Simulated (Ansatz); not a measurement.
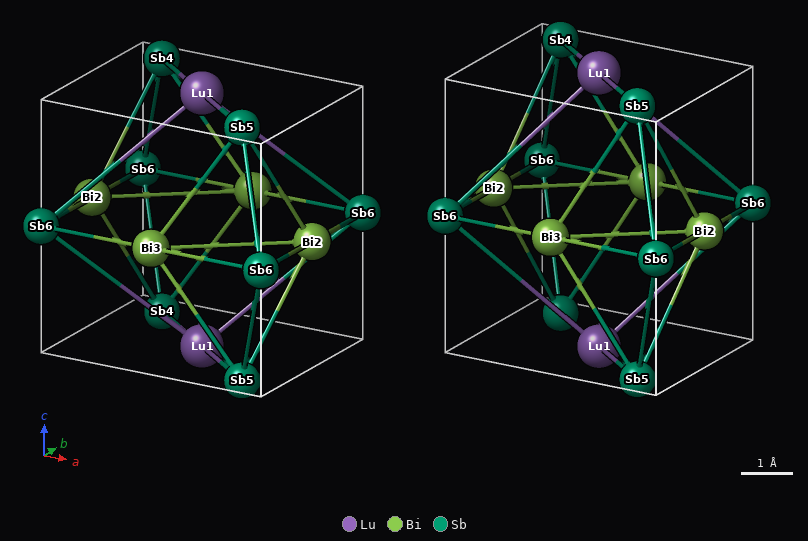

Two geometries of crystalline LuBi₂Sb₃ (built on the CeAl2Cu3-65 type type), drawn at one scale. One is the start of a relaxation, the other its converged end. A ball-and-stick model of the cell of the calculation, seen slightly off an axis.

Theory: Ansatz, DFT, PBEsol, plane waves, PAW. Set-up: plane-wave cutoff 420 eV; k-point mesh 4 × 4 × 4; occupations fermi dirac; smearing width 0.03 eV; no spin polarisation; cell and atoms relaxed; force threshold 0.01 eV/Å; at most 120 steps.

> Which geometry has the lower energy?

The right one is the relaxed one. The largest moves relative to the cell, 0.020 Å, are those of Sb4 and Sb5. Sb4 goes along [1 −1 0]. Bi and Lu stay in place. The volume changes by −0.2 %, with a = b 6.375 → 6.140 Å (−3.7 %), c 5.116 → 5.529 Å (+8.1 %), γ 118.2° → 118.7°. Some distances before and after: Sb4–Sb6 3.106 → 3.257 Å, Lu1–Sb4 3.709 → 3.560 Å, Bi2–Bi3 3.272 → 3.130 Å, Bi2–Sb4 3.188 → 3.307 Å. The space group stays Cmmm (No. 65). Over 7 accepted moves (8 points after the start) the energy falls by 51.1 meV per atom. The largest force component goes from 0.019 to 0.0018 eV/Å. Pressure: 0.01 GPa at the start and 0.02 GPa at the end. At 1 point the geometry stayed and the basis and grid were re-selected for the new cell (energy shift of less than 0.05 meV per atom at most each time).
